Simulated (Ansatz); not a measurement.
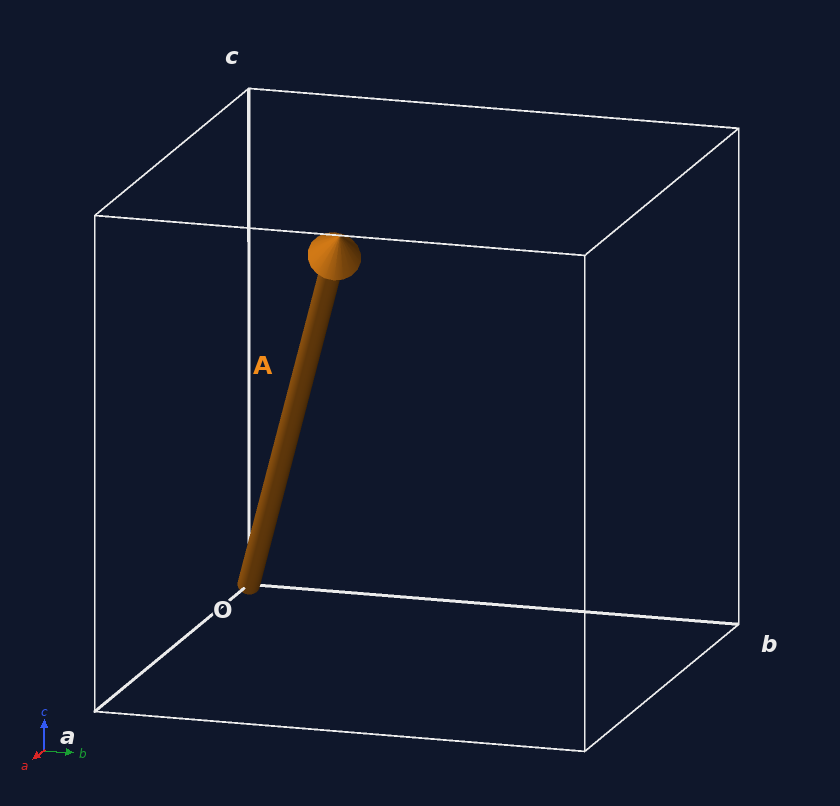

Crystal: Rh, coordinates from a relaxation with Ansatz, DFT, RPBE, plane waves (420 eV) with PAW, scalar-relativistic. The arrow starts at a corner of the unit cell and ends on its surface; where a tip isn't a corner, dashed lines run from it parallel to the axes. The drawing is computed from the coordinates (standard cell, symmetry found to 0.002 Å).

a = 3.854 Å, b = 3.854 Å, c = 3.854 Å, α = 90.00°, β = 90.00°, γ = 90.00°.

**Index the direction.**

Arrow A runs from (0, 0, 0) to (1, 1/2, 1), so [2 1 2].

**How long is the vector ua + vb + wc?**

11.562 Å.

**In Fm-3m (No. 225), how many directions are equivalent to A (Laue class m-3m, both senses counted)?**

24.
